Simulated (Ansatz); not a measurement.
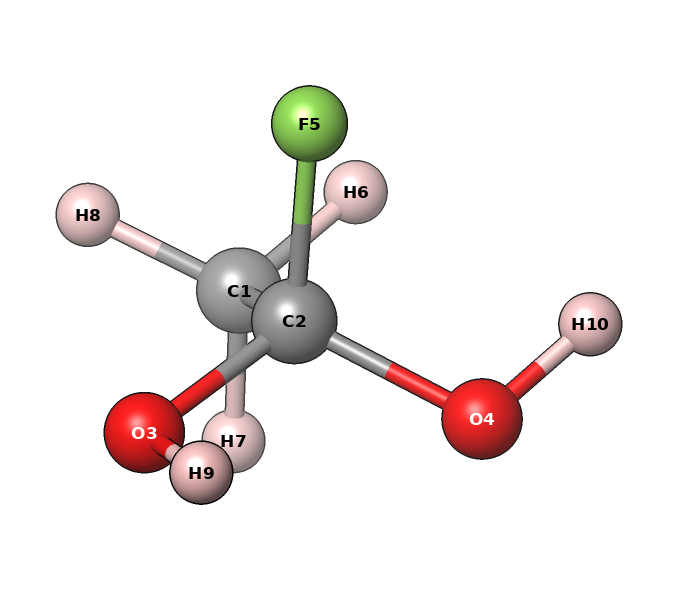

C1 lies behind C2. The molecule seen a little off the C2–C1 bond, C2 in front. Atoms fade into the background with distance from the viewer. Computed geometry: PBE-D4/def2-SVP optimisation. No frequency run is at hand to confirm it as a minimum.

What is the torsion angle F5–C2–C1–H6? The sign is positive where the front bond must turn clockwise to cover the back bond.

Answer. 57°, synclinal (gauche). The bonds about C2–C1 are staggered.
